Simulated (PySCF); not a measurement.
SMILES B(O)(Cl)O[SiH3], CAM-B3LYP/def2-SVP optimised geometry. Atoms within 1.6 Å of the plane z = 1.0 Å (x, y, z in Å): B1 (-0.23, 1.07, 0.04), Cl2 (-1.38, 2.43, 0.00), O3 (1.10, 1.31, 0.12), H4 (1.32, 2.25, 0.15), O5 (-0.70, -0.18, 0.00), Si6 (-0.11, -1.75, 0.00), H7 (1.38, -1.75, 0.00), H9 (-0.62, -2.43, 1.21).

Computed with CAM-B3LYP/def2-TZVP in PySCF.

Map of the Laplacian of the electron density (e/bohr⁵), clipped to [-1.50, 1.50] on the plane z = 1.0 Å:

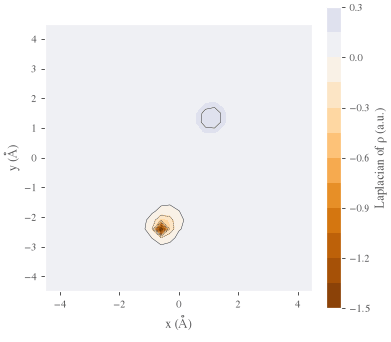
Laplacian of the electron density (e/bohr⁵), clipped to [-1.50, 1.50] on the plane z = 1.0 Å.
